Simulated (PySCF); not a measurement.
C8H9Cl, SMILES c1cc(CC)ccc1Cl at its GFN2-xTB optimised geometry (Å):

```
18

C     -1.6656    -2.6550    -1.4985
C     -1.4833    -2.1987    -0.0493
C     -0.7194    -0.9068     0.0000
C     -1.3834     0.3133    -0.0036
C     -0.6846     1.5070    -0.0028
C      0.6999     1.4806    -0.0017
Cl     1.5844     2.9691     0.0001
C      1.3849     0.2769     0.0000
C      0.6701    -0.9068     0.0000
H     -0.6984    -2.8045    -1.9723
H     -2.2109    -1.9040    -2.0657
H     -2.2193    -3.5901    -1.5359
H     -0.9435    -2.9691     0.5047
H     -2.4633    -2.0679     0.4131
H     -2.4636     0.3333    -0.0038
H     -1.2075     2.4505    -0.0026
H      2.4636     0.2687     0.0020
H      1.2028    -1.8467     0.0031
```

Computed with CAM-B3LYP/def2-SVP in PySCF.

Map of the HOMO−1 amplitude (bohr^(-3/2)) on the plane z = 1.0 Å; orbital energy -8.75 eV, overall sign arbitrary:

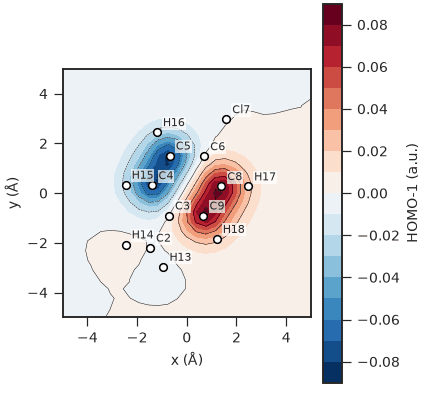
Fig. 1. HOMO−1 amplitude (bohr^(-3/2)) on the plane z = 1.0 Å.
